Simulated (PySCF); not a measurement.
Consider C9H11Cl.

The calculation's input:

```
{"job": {"xc": "PBE0", "basis": "pcSseg-1", "kind": "nmr", "pop": true}, "charge": 0, "multiplicity": 1}
C      3.425145     0.733814     0.231459
C      2.706854    -0.299163     0.626666
C      1.681226    -0.990093    -0.223437
C      0.337801    -0.907169     0.433730
C     -0.687243    -0.222818    -0.055605
C     -0.892075     0.617482    -1.296499
C     -2.299054     0.958564    -0.768362
Cl    -3.646259     0.490704    -1.836194
C     -2.055991     0.028479     0.394712
C     -2.823852    -0.398999     1.384034
H      4.146986     1.206721     0.875369
H      3.327799     1.146981    -0.759300
H      2.819836    -0.695486     1.627373
H      1.647273    -0.536796    -1.214396
H      1.960523    -2.044058    -0.326477
H      0.232729    -1.422936     1.378676
H     -0.902148     0.045776    -2.223035
H     -0.225558     1.471733    -1.406389
H     -2.459258     2.003711    -0.502953
H     -3.846637    -0.076666     1.479759
H     -2.457017    -1.092838     2.120333
```

Launched as:

```sh
OMP_NUM_THREADS=1 python ens_run.py task.json out
```

Geometry: GFN2-xTB.

Computed with PySCF 2.14.0, PBE0/pcSseg-1, SCF density, gas phase, non-relativistic.

Question: Predict the electron density and electron localisation function between the atoms.

Answer: C–C (1.33 Å): ρ at the midpoint is about 2.3 e/Å³; the ELF peaks at about 0.90 between the atoms; a multiple bond.
C–H (1.08 Å): the density is about 2 e/Å³ at the midpoint; the ELF climbs to about 1 towards the hydrogen, as it does in any bond to H (a covalent bond by its length).
C–C (1.46 Å): the density is about 1.8 e/Å³ at the midpoint; the ELF peaks at about 0.95 between the atoms, as expected for a shared electron pair.
C–C (1.51 Å): ρ is about 1.7 e/Å³ halfway; the ELF peaks at about 0.95 between the atoms: a shared electron pair.

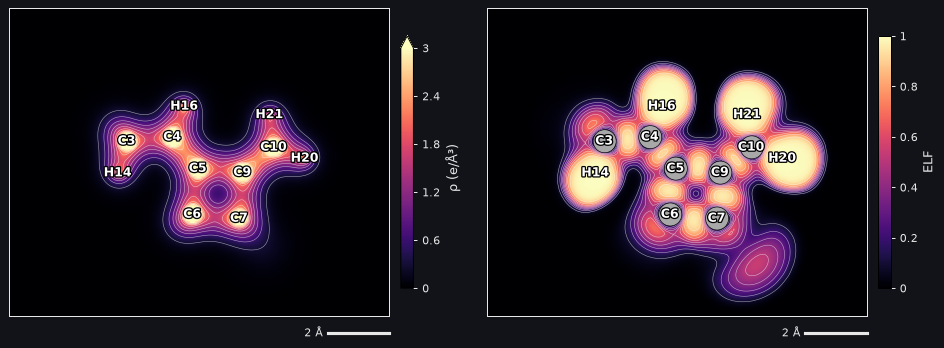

Computed electron density and electron localisation function on the plane of atoms C6, C5 and C9, in this order. Grey discs cover the atomic cores in the ELF map. 
